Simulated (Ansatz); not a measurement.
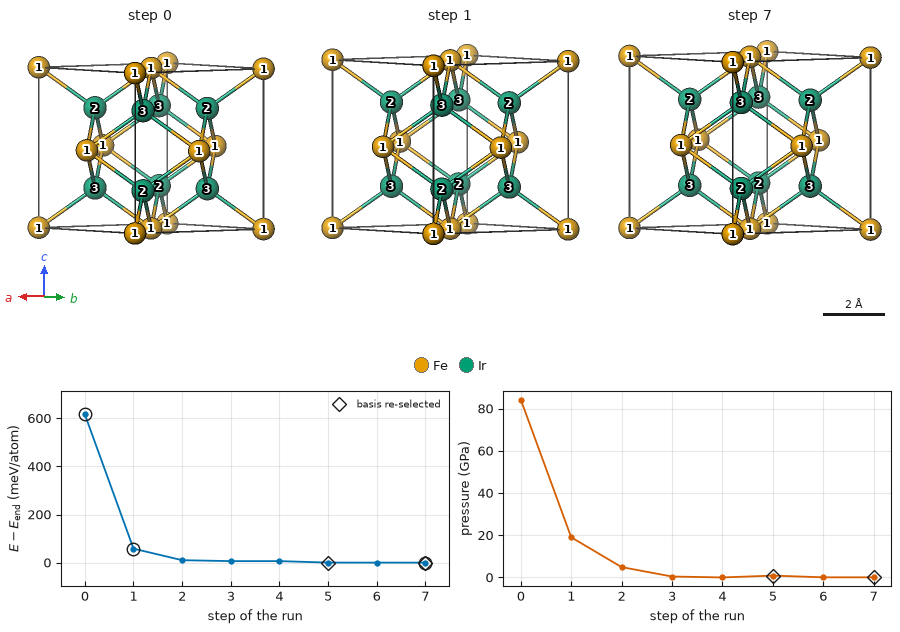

Frames of a relaxation of a crystal of FeIr$_{2}$ (built on the fluorite_225 type) (coarse preliminary run), marked on the history of the run. A ball-and-stick model of the conventional cell (4 times the calculation's cell), seen from a free direction. Lengths and directions refer to the drawn axes.

Case: fluorite type (Fm-3m, No. 225).

Method: DFT PBE, scalar-relativistic, plane waves, PAW (Ansatz 0.2.0). (plane-wave cutoff 420 eV; k-point mesh 6 × 6 × 6; occupations gaussian; smearing width 0.1 eV; collinear spin; cell and atoms relaxed; force threshold 0.04 eV/Å; at most 70 steps)

Q: Describe the path.

A: No atom moves by more than 0.005 Å relative to the cell. The drawn cell changes as follows: a = b = c 5.286 → 5.669 Å (+7.2 %); the volume changes by +23.4 %. Some distances before and after: Ir2–Ir3 2.643 → 2.834 Å, Fe1–Ir2 2.289 → 2.455 Å. The space group stays Fm-3m (No. 225). Over 5 accepted moves (7 points after the start) the energy falls by 616 meV per atom. All forces vanish by symmetry, so only the cell relaxes. Pressure: 84.23 GPa at the start and 0.06 GPa at the end. At 2 points the geometry stayed and the basis and grid were re-selected for the new cell (energy shift of 6.1 meV per atom at most each time). From step 0 to 1: volume +15.3 %, energy −558 meV per atom. From step 1 to 7: volume +6.9 %, energy −58.1 meV per atom.
